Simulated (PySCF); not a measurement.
## Excited-state calculation of ZnHSO (charge −1)

- system: ZnHSO, charge −1, SMILES [O-][Zn][SH]
- method: TDDFT CAM-B3LYP/def2-SVPD, vertical, gas phase, core orbitals frozen in the response (PySCF 2.14.0)

The geometry comes from this level: PBE0-D3(BJ)/def2-SVP.

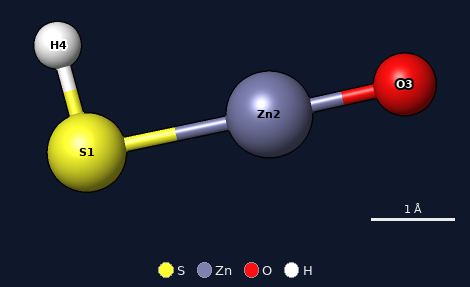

Fig. 1: The structure as given in the input (ball-and-stick view, seen on its broad side; atoms are numbered from 1 in the order of the input). Sticks mark near contacts.

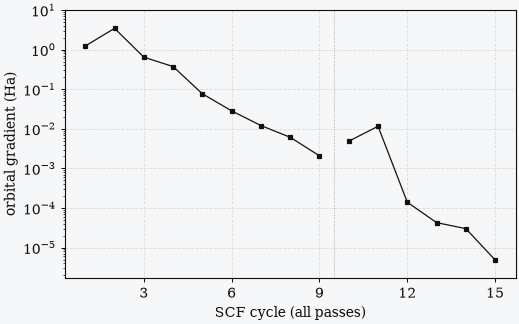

Fig. 2: Convergence of the self-consistent field: orbital gradient against the SCF cycle. The dotted line marks the change from a coarse to the final integration grid. The first 9 cycles use a coarse grid, the final grid takes over at cycle 10, and the field converges after 15 cycles in all.

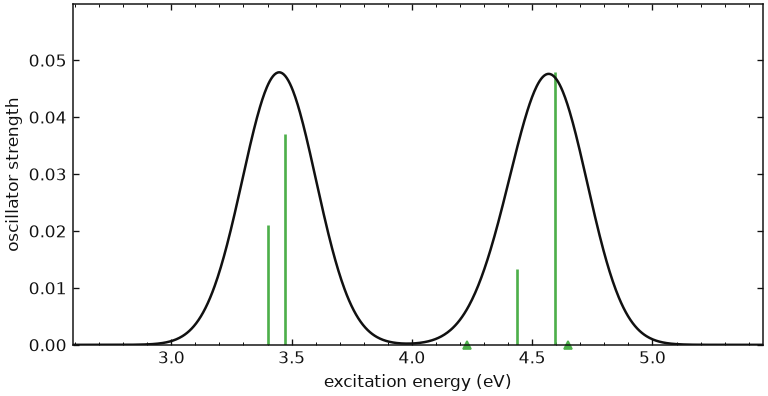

Fig. 3: Computed excitations as sticks (degenerate states added up, dark ones marked on the axis), with a Gaussian envelope of 0.35 eV full width at half maximum, scaled to the tallest. Of the 6 states the lowest lies at 3.40 eV (f = 0.021); the strongest line is at 4.59 eV, or 270 nm (f = 0.048).

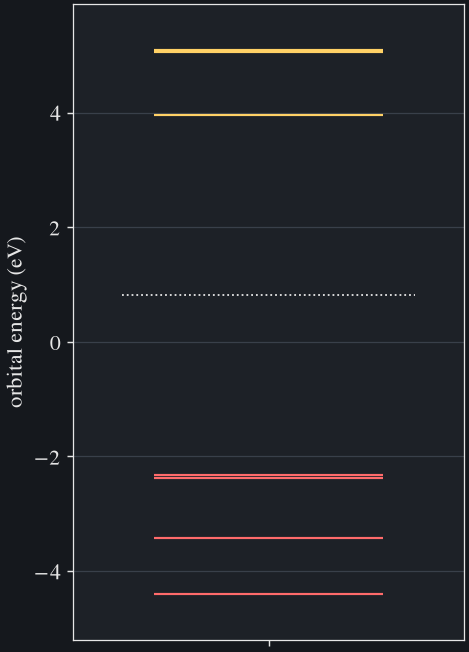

Fig. 4: Orbital energies near the frontier; the dotted line parts filled from empty levels, and levels within 0.02 eV of each other stand side by side. Highest filled −2.32 eV, lowest empty 3.95 eV, 6.27 eV apart.

The input and output of the run follow.

Input:
```
{"job": {"kind": "uv", "xc": "CAM-B3LYP", "basis": "def2-SVPD", "nstates": 6, "ntriplets": 2, "ip": true}, "charge": -1, "multiplicity": 1}
S     -1.126477     0.140149    -1.084313
Zn     0.159365     0.097398     0.787046
O      1.131940     0.055978     2.168361
H     -0.137078    -0.323697    -1.881229
```

The first line tells a small driver script what to run in PySCF; the rest is the geometry in Å.

Command:
```bash
OMP_NUM_THREADS=1 python <driver script> task.json out
```

Log:
```
coarse grid: 21408 points
cycle   1  E = -2252.7934957700  dE = -1.585e-01  |g| = 1.231e+00  |ddm| = 2.257e+00
cycle   2  E = -2247.2984601899  dE =  5.495e+00  |g| = 3.447e+00  |ddm| = 3.800e+01
cycle   3  E = -2253.0248197598  dE = -5.726e+00  |g| = 6.433e-01  |ddm| = 3.795e+01
cycle   4  E = -2253.1228293253  dE = -9.801e-02  |g| = 3.728e-01  |ddm| = 8.209e-01
cycle   5  E = -2253.1411347170  dE = -1.831e-02  |g| = 7.648e-02  |ddm| = 2.665e-01
cycle   6  E = -2253.1424789463  dE = -1.344e-03  |g| = 2.835e-02  |ddm| = 1.203e-01
cycle   7  E = -2253.1426483054  dE = -1.694e-04  |g| = 1.208e-02  |ddm| = 3.935e-02
cycle   8  E = -2253.1426767243  dE = -2.842e-05  |g| = 6.107e-03  |ddm| = 9.303e-03
cycle   9  E = -2253.1426855575  dE = -8.833e-06  |g| = 2.079e-03  |ddm| = 7.542e-03
final grid: 41368 points
cycle  10  E = -2253.1426775634  dE =  3.725e-06  |g| = 4.856e-03  |ddm| = 5.344e-03
cycle  11  E = -2253.1426551045  dE =  2.246e-05  |g| = 1.159e-02  |ddm| = 1.089e-02
cycle  12  E = -2253.1426823915  dE = -2.729e-05  |g| = 1.400e-04  |ddm| = 7.744e-03
cycle  13  E = -2253.1426823980  dE = -6.481e-09  |g| = 4.277e-05  |ddm| = 1.947e-04
cycle  14  E = -2253.1426823993  dE = -1.266e-09  |g| = 3.011e-05  |ddm| = 1.044e-04
cycle  15  E = -2253.1426823997  dE = -4.388e-10  |g| = 4.888e-06  |ddm| = 8.698e-05
converged SCF energy = -2253.1426823997

Static polarisability (au): isotropic 67.166, principal 54.986 56.118 90.393

Singlet excitations
state   eV       nm        f      main configurations
  1   3.4012    364.5   0.02109   H->L 0.69, H->L+1 0.22
  2   3.4744    356.9   0.03701   H-1->L 0.68, H-1->L+1 0.23
  3   4.2279    293.3   0.00001   H->L+2 0.55, H->L+4 0.19, H->L+1 0.15
  4   4.4365    279.5   0.01331   H-1->L+2 0.39, H-2->L 0.18, H-1->L+4 0.12
  5   4.5936    269.9   0.04787   H->L+3 0.46, H-2->L 0.34, H-2->L+1 0.09
  6   4.6489    266.7   0.00002   H-1->L+3 0.88

Triplet excitations (Tamm-Dancoff, eV): 3.0612 3.1084
Vertical ionisation energy (delta-SCF) = 2.6790 eV
```

Summary:

```csv
quantity,value
outcome,converged
total energy,−2253.142682 hartree
HOMO,−2.32 eV
LUMO,3.95 eV
mean polarisability,67.17 a.u.
vertical ionisation energy,2.68 eV
lowest singlet excitation,3.40 eV
hardware,"1 CPU thread, shared host"
wall time,16 s
peak memory,0.44 GiB
```
